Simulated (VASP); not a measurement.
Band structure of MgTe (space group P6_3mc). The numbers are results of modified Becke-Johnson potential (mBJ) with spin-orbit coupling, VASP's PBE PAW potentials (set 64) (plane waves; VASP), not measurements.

mBJ is a potential without an energy functional, so only the levels count.

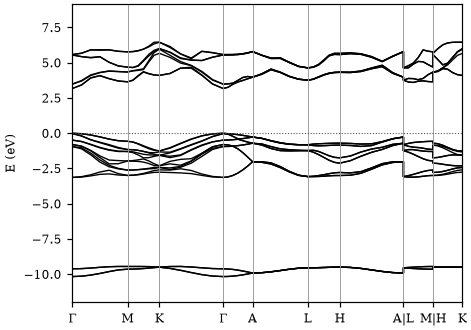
Figure. Bands along high-symmetry lines, zero at the valence-band maximum or, without a gap, the Fermi level

Q: Read the plot: is there a gap, and where are the band edges?

A: The gap is direct, 3.17 eV, from the valence maximum at Γ to the conduction minimum at Γ.

The structure comes from a computed database's MgTe entry (P6_3mc); how it stands against other phases isn't given here. It was relaxed first. The k-mesh is coarse (spacing up to 0.42 per Å, 2π included), so the numbers may not be converged in it. The cell's shape comes from a PBE relaxation.
